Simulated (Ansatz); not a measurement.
C₂H₁₀O₂Si₂: several calculations on one system

Part 1: Relaxation

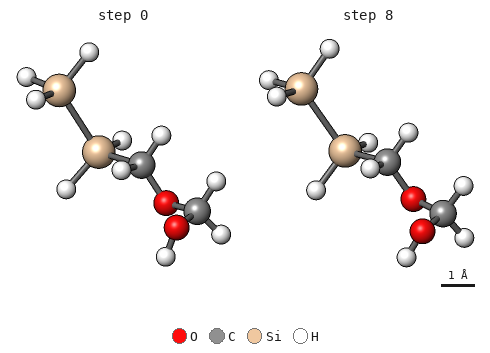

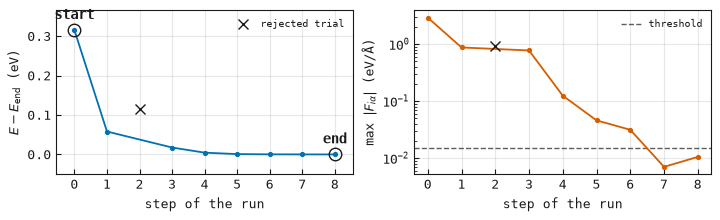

First and last geometry of a relaxation of C₂H₁₀O₂Si₂, with the history of the run. The picture is a ball-and-stick view, seen from a free direction.

The run prepares an end point of a later path (torsion) calculation, from a guessed geometry.

Theory: RKS B3LYP/def2-SVP (Ansatz). (no spin polarisation; force threshold 0.015 eV/Å; at most 40 steps)

### Did the run converge, and what did it change?

It converged. After 7 accepted moves (8 points after the start) the energy has fallen by 0.316 eV. The largest force component goes from 2.9 to 0.01 eV/Å. The line search rejected the trial step at point 2 of the run. An H atom moves most after the best rigid fit: 0.27 Å. By element the largest moves are H 0.27 Å, C 0.20 Å, O 0.14 Å, Si 0.11 Å. Among the contacts that change: C–H 1.175 → 1.106 Å, C–H 1.068 → 1.106 Å, H–Si 1.457 → 1.494 Å, C–O 1.388 → 1.422 Å. Among the angles between lasting bonds that change: O–C–Si 116.5° → 108.6°, Si–C–H 104.4° → 109.9°, O–C–H 110.9° → 105.7°.

Part 2: Relaxation

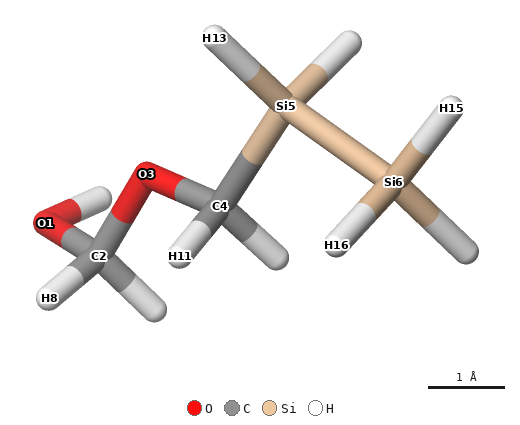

Starting structure of C2H10O2Si2. The picture is a stick view, seen from a free direction.

The run prepares an end point of a later path (torsion) calculation, from a guessed geometry.

Level of theory: RKS B3LYP/def2-SVP (Ansatz).

Input
```yaml
crystal:
  periodic: [false, false, false]
  atoms:
    - { symbol: O, position_ang: [0.1735, -2.9816, -1.0549] }
    - { symbol: C, position_ang: [1.3034, -2.2159, -0.7964] }
    - { symbol: O, position_ang: [1.0632, -0.8273, -1.0295] }
    - { symbol: C, position_ang: [2.23207, -0.08529, -1.12451] }
    - { symbol: Si, position_ang: [2.03203, 1.76159, -1.38012] }
    - { symbol: Si, position_ang: [4.13828, 2.74893, -1.31185] }
    - { symbol: H, position_ang: [0.0488, -2.8881, -2.0279] }
    - { symbol: H, position_ang: [1.6651, -2.3852, 0.228] }
    - { symbol: H, position_ang: [2.1023, -2.5427, -1.4251] }
    - { symbol: H, position_ang: [2.95874, -0.47688, -1.84277] }
    - { symbol: H, position_ang: [2.78422, -0.17881, -0.0911] }
    - { symbol: H, position_ang: [1.4436, 1.98951, -2.75839] }
    - { symbol: H, position_ang: [1.16498, 2.43027, -0.32702] }
    - { symbol: H, position_ang: [5.05646, 2.13178, -2.31627] }
    - { symbol: H, position_ang: [4.06939, 4.18206, -1.56719] }
    - { symbol: H, position_ang: [4.76327, 2.5526, 0.00592] }
basis:
  gaussian: { orbitals: def2-SVP }
hamiltonian:
  xc: b3lyp
relax:
  f_tol: 0.015
  max_steps: 40
```

Command:
```bash
ansatz run input.yaml --threads 2 --pin off --max-ram 3072MiB --backend cpu --events-out ev --progress --plain --runs-dir out
```

> Where does the relaxation end?

After 9 geometry steps the energy has fallen by 0.295 eV. The largest force component goes from 2.7 to 0.003 eV/Å. H7 moves most after the best rigid fit: 0.38 Å. Largest moves by element: H 0.38 Å, C 0.23 Å, O 0.20 Å, Si 0.12 Å. Near-neighbour distances that change, for instance: C4–H11 1.175 → 1.111 Å, C2–H9 1.068 → 1.117 Å, Si6–H15 1.457 → 1.493 Å, C4–Si5 1.875 → 1.909 Å. Bond angles that change, for instance: O3–C4–Si5 116.5° → 108.7°, Si5–C4–H11 104.4° → 109.5°, O3–C4–H11 107.0° → 111.4°.

The structure at the end:

```xyz
16

O     0.0349   -2.8344   -1.0323
C     1.2697   -2.2474   -0.8537
O     1.1786   -0.8614   -1.0984
C     2.4122   -0.1789   -1.0236
Si    2.1120    1.6695   -1.3957
Si    4.1428    2.8717   -1.3211
H    -0.2462   -2.6622   -1.9423
H     1.5713   -2.4412    0.1952
H     2.0530   -2.6771   -1.5237
H     3.1500   -0.5924   -1.7458
H     2.8746   -0.2841   -0.0184
H     1.5046    1.8048   -2.7529
H     1.1622    2.2300   -0.3904
H     5.1043    2.3471   -2.3381
H     3.8972    4.3172   -1.6042
H     4.7782    2.7539    0.0264
```

After the run, drawn alike:

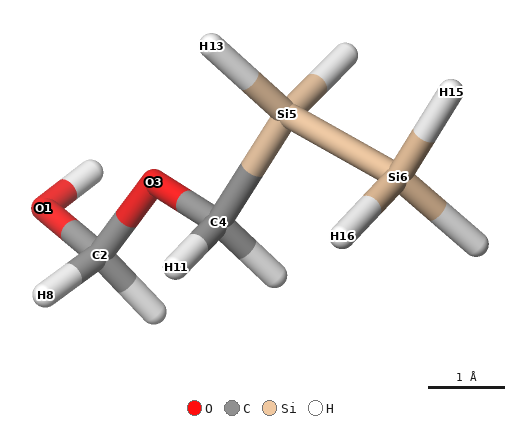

Part 3: Path

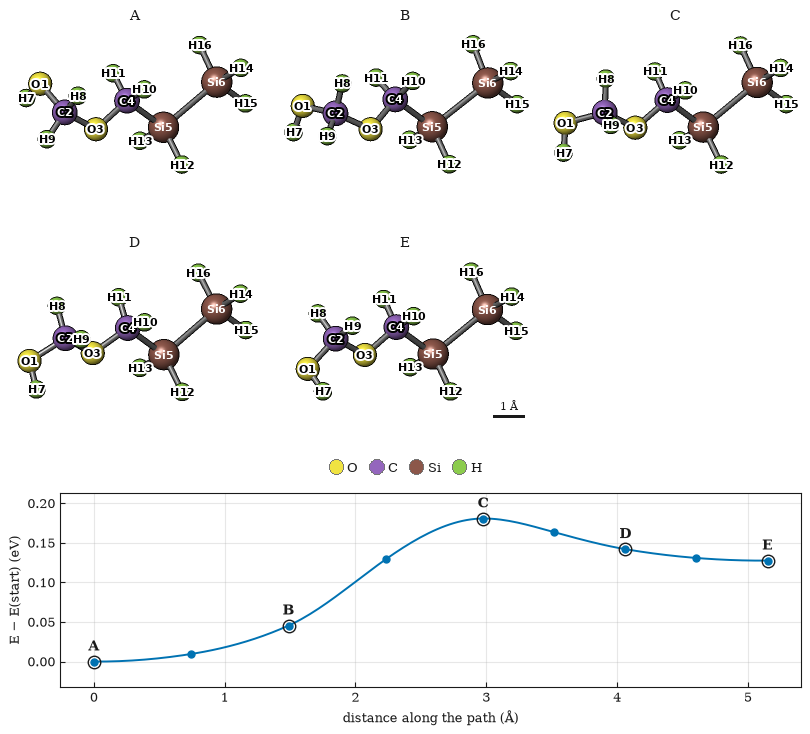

A search for the minimum-energy path of C$_{2}$H$_{10}$O$_{2}$Si$_{2}$ by the nudged elastic band. Images are numbered from 0 (start) to 8 (end). Frames A to E are images 0, 2, 4, 6, 8. The picture is a ball-and-stick view, seen at a tilt.

Theory: RKS B3LYP/def2-SVP in Ansatz. Run with 7 movable images; climbing image; force threshold 0.05 eV/Å; iteration limit 60; starting path through a guess of the saddle point.

What happens along the path, and what is the barrier?

Answer. Forward barrier 0.181 eV, backward barrier 0.053 eV, with image 4 at the top; the reaction energy is +0.128 eV. The motion is a rotation about the C2–O3 bond by about 115°. No bond forms or breaks between the ends. Bond angles that change up to the highest image, for instance: O3–C2–H9 105.0° → 108.5°, O1–C2–O3 113.6° → 111.1°. The band is converged.

The run took 2.6 min on 2 threads of Intel(R) Xeon(R) 6975P-C (Granite Rapids), with other jobs on the host, peak memory 0.4 GiB.
